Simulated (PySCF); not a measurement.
System: C₆H₄BClF₂.

```
atom    x (Å)    y (Å)    z (Å)
   F   3.1297   1.1020  -0.1065
   B   2.4181   0.0292   0.1788
   F   3.1374  -1.0070   0.5656
   C   0.8663  -0.0149   0.0706
   C   0.1557  -1.1787   0.3835
   C  -1.2229  -1.2148   0.2875
   C  -1.9257  -0.0940  -0.1217
   C  -1.2294   1.0645  -0.4351
  Cl  -2.0986   2.4666  -0.9480
   C   0.1497   1.1126  -0.3432
   H   0.7010  -2.0533   0.7029
   H  -1.7589  -2.1193   0.5315
   H  -3.0018  -0.1134  -0.1982
   H   0.6786   2.0200  -0.5898
```

Geometry: GFN2-xTB.

Theory: PBE0/pcSseg-1, SCF density, gas phase, non-relativistic (PySCF).

Predict the electron density and electron localisation function between the atoms.

Answer. B–F (1.32 Å): ρ at the midpoint is about 2.3 e/Å³; the ELF peaks at about 0.85 between the atoms (a polar covalent bond).
C–C (1.38 Å): ρ is about 2.1 e/Å³ halfway; the ELF peaks at about 0.95 between the atoms; a covalent bond.
C–B (1.56 Å): the density is about 1.5 e/Å³ at the midpoint; the ELF peaks at about 1 between the atoms; localised, covalent bonding.
C–Cl (1.73 Å): ρ is about 1.5 e/Å³ halfway; the ELF peaks at about 0.90 between the atoms, as expected for a covalent bond.

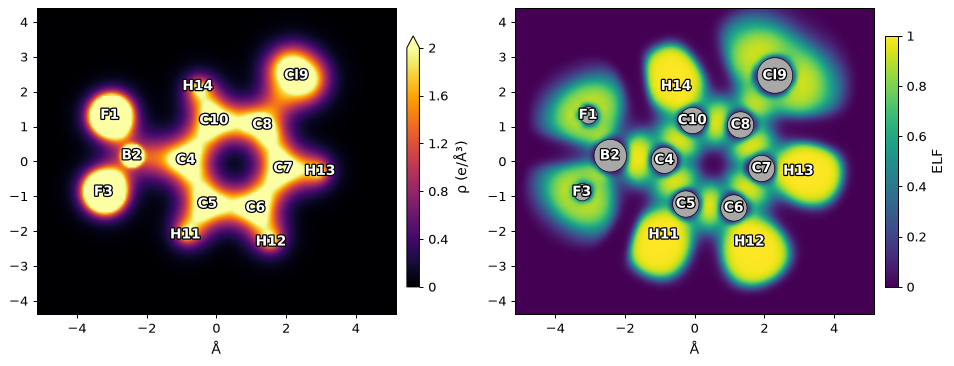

Computed electron density and electron localisation function on the molecular plane, in this order. Grey discs cover the atomic cores in the ELF map. 
